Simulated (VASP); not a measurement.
System: KBe18 (slab).

Input file:

```
PREC = Accurate ; ENCUT = 520
EDIFF = 1E-7 ; ISMEAR = -1
SIGMA = 0.05 ; LREAL = Auto
LASPH = True ; NELM = 100
ALGO = Fast ; ISIF = 2
LWAVE = False ; LCHARG = True
LELF = True ; LVHAR = True
NBANDS = 38
```

Launched as:

```sh
cat potpaw_LDA.64/Be/POTCAR potpaw_LDA.64/K_sv/POTCAR > POTCAR
mpirun -np 1 vasp_std > vasp.out
```

These are results of Kohn-Sham DFT of a periodic cell, LDA, VASP PAW LDA potentials, recommended (VASP), not measurements.

### What can the converged valence pseudo-density and electron localisation function tell about the bonding?

K–Be (2.76 Å): ρ is about 0.12 e/Å³ halfway; the ELF is about 0.10 at the midpoint (no localised pair shows between them).
Be–Be (2.29 Å): ρ is about 0.26 e/Å³ halfway; the ELF peaks at about 0.75 between the atoms.

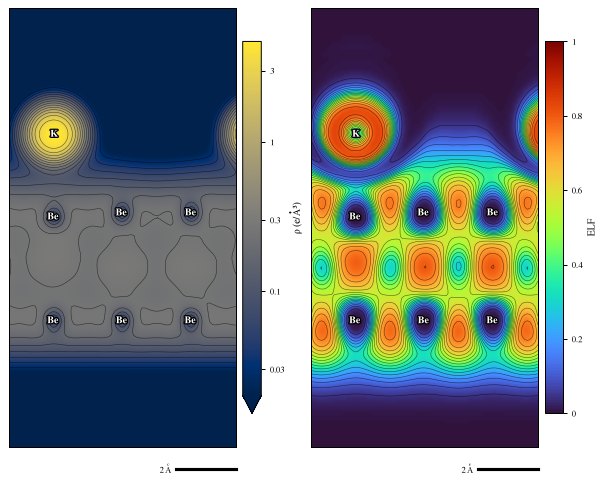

Computed valence pseudo-density and electron localisation function on the (100) plane of the calculation cell, a cut from vacuum to vacuum, in this order. Atoms just off the plane (Be, 0.7 Å away) can leave unmarked features too.

In a PAW calculation such maps are meaningful between the atoms, not at the nuclei.
